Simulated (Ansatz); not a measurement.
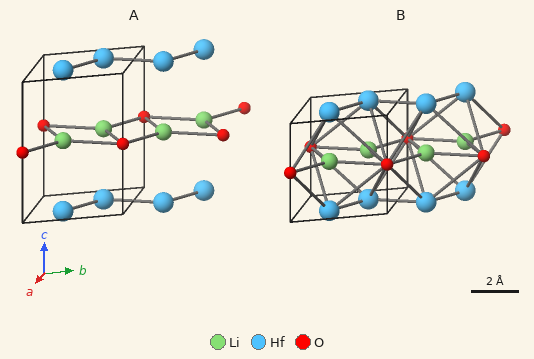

Two geometries of a crystal of Li2Hf2O (a generated structure, set up in P6/mmm) (coarse preliminary run), drawn at one scale. One is the start of a relaxation, the other its converged end. A ball-and-stick model of the cell of the calculation, repeated 1 × 2 × 1 with one cell outlined, seen slightly off an axis.

Theory: DFT PBE, scalar-relativistic, plane waves, PAW in Ansatz. Set-up: plane-wave cutoff 420 eV; k-point mesh 6 × 6 × 4; occupations gaussian; smearing width 0.1 eV; no spin polarisation; cell and atoms relaxed; force threshold 0.04 eV/Å; at most 70 steps.

> Which one is relaxed?

Structure A is the relaxed one. The energy falls by 3.518 eV per cell of the calculation in 10 accepted moves (13 points after the start). All forces vanish by symmetry, so only the cell relaxes. Pressure: 24.96 GPa at the start and 0.09 GPa at the end. The SCF was repeated 3 times at an unchanged geometry on a basis and grid sized afresh for the cell, which shifted the energy by 0.334 eV per cell of the calculation at most. No atom moves by more than 0.005 Å relative to the cell. The drawn cell changes as follows: a = b 4.344 → 4.505 Å (+3.7 %), c 4.347 → 6.220 Å (+43.1 %); the volume changes by +53.9 %. Some distances before and after: Hf–Li 2.173 → 3.110 Å, Hf–O 3.319 → 4.054 Å, Li–Li 2.508 → 2.601 Å, Hf–Hf 2.508 → 2.601 Å. The space group stays P6/mmm (No. 191).
